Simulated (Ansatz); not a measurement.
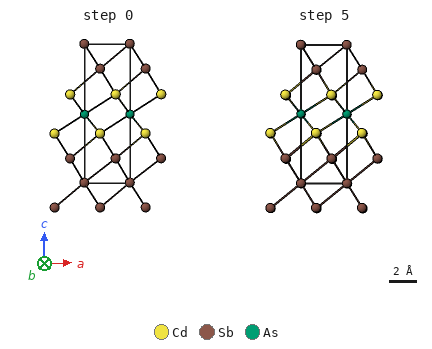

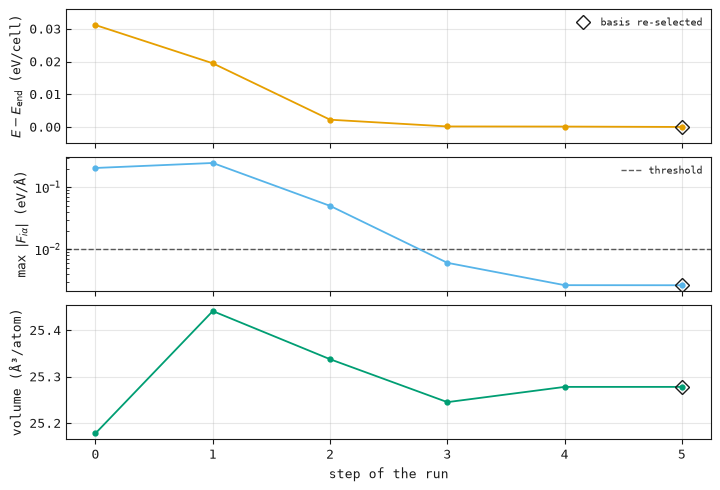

First and last geometry of a relaxation of solid Cd2Sb3As (built on the Ca2H3Br-164 type type), with the history of the run. Style: ball-and-stick. Shown: the cell of the calculation, reduced to other axes, along the b axis. Lengths and directions refer to the drawn axes.

Case: shaken.

The calculation used DFT, PBEsol, plane waves, PAW in Ansatz 0.2.0.

Input
```yaml
crystal:
  lattice:
    - [4.057688186, 0.0344445509, -0.0210901741]
    - [-1.9990142411, 3.4770024457, 0.013801764]
    - [-0.0552319995, 0.0098481498, 10.6557686408]
  atoms:
    - { symbol: Cd, position: [0.6650865822, 0.3348457669, 0.358345992] }
    - { symbol: Cd, position: [0.3517091524, 0.6794525975, 0.6402023576] }
    - { symbol: Sb, position: [0.6613752715, 0.33778474, 0.8252412857] }
    - { symbol: Sb, position: [0.3370749814, 0.6770572647, 0.1785808476] }
    - { symbol: Sb, position: [-0.0091634036, -0.011075003, 0.0044888875] }
    - { symbol: As, position: [0.0075647575, -0.0054521922, 0.4968994252] }
kpoints:
  mp_grid: { grid: [6, 6, 2] }
hamiltonian:
  xc: pbesol
scf:
  occupations: { method: fermi_dirac, width: 0.05 }
relax:
  f_tol: 0.01
  cell: {}
  max_steps: 120
```

Command:
```bash
ansatz run input.yaml --threads 2 --pin off --max-ram 2211MiB --backend cpu --events-out ev --progress --plain --runs-dir out
```

Q: Did the run converge, and what did it change?

A: It converged. Over 4 accepted moves (5 points after the start) the energy falls by 31.2 meV per cell of the calculation. Largest force component: 0.2 eV/Å at the start, 0.0026 eV/Å at the end. Pressure: 0.38 GPa at the start and −0.02 GPa at the end. At 1 point the geometry stayed and the basis and grid were re-selected for the new cell (energy shift of 0.1 meV per cell of the calculation at most each time). The atom that moves furthest relative to the cell is Sb5 (0.065 Å along [3 −3 −1]). Largest moves by element: Sb 0.065 Å, As 0.060 Å, Cd 0.060 Å. Cell: a 4.011 → 4.056 Å (+1.1 %), b 4.058 → 4.060 Å (0.0 %), c 10.656 → 10.629 Å (−0.3 %), α 89.4° → 90.0°, β 89.6° → 90.0°, γ 60.6° → 60.1°. Volume +0.4 %. Near-neighbour distances that change, for instance: Cd2–Sb3 3.150 → 3.047 Å, Sb4–Sb5 2.936 → 3.016 Å, Cd2–As6 2.841 → 2.764 Å, Cd1–Sb4 2.995 → 3.047 Å. Among the angles between lasting bonds that change: Sb3–Cd2–As6 94.1° → 90.7°, Cd1–As6–Cd2 89.0° → 85.6°, As6–Cd2–As6 91.7° → 94.4°. Within 0.06 Å the space group is P1 at the start and P-3m1 at the end; at a tighter tolerance small leftover displacements or strains of the cell lower it. Cost: 76 s on 2 threads of Arm Neoverse V2, with other jobs on the host, peak memory 0.59 GiB.
